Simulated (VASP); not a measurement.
Band structure of Tc (hcp). All values below come from PBEsol GGA, VASP's PBE PAW potentials (set 64) (plane waves; VASP).

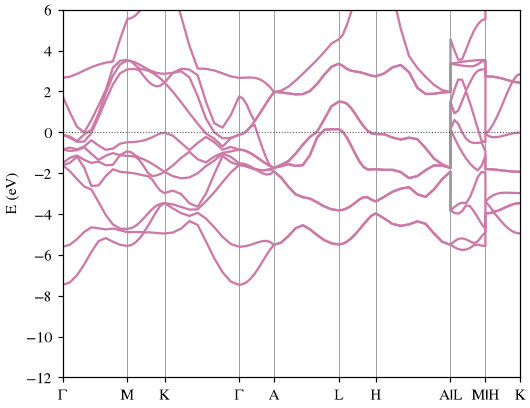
Fig. 1. Bands along high-symmetry lines, zero at the valence-band maximum or, without a gap, the Fermi level

### Question
Read the plot: is there a gap, and where are the band edges?

### Answer
It has no gap at this level: it comes out as a metal or semimetal. (Edges off the drawn lines would not show.)

The compound is Tc in the hcp structure. It was relaxed first.
